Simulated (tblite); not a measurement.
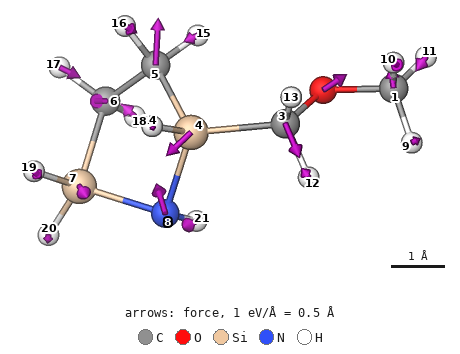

Starting geometry of C$_{4}$H$_{13}$NOSi$_{2}$ with the computed forces as purple arrows. Style: ball-and-stick. Shown at a tilt.

Computed with GFN2-xTB geometry optimisation, gas phase (tblite). 

### What follows when this structure is relaxed?

It isn't relaxed: the largest force vector, on a C atom, is 1.84 eV/Å. The final displacements have little in common with the starting forces (cosine between the two patterns 0.18). The largest move after the best rigid fit is that of an H atom, 2.19 Å. By element the largest moves are H 2.19 Å, Si 0.86 Å, C 0.52 Å, O 0.45 Å, N 0.40 Å. Near-neighbour distances that change, for instance: N–Si 1.814 → 1.735 Å, C–Si 1.838 → 1.904 Å, N–Si 1.776 → 1.731 Å, H–N 1.045 → 1.005 Å. Bond angles that change, for instance: Si–N–Si 97.8° → 117.2°, Si–N–H 107.1° → 121.7°, Si–N–H 106.8° → 120.7°. Groups turn about C–Si by about 80°, C–C by about 70°, C–Si by about 30°. Over 242 geometry steps the energy falls by 21.8 kcal/mol. Cost: 2.3 s on 1 thread of Intel(R) Xeon(R) Platinum 8488C, with other jobs on the host.
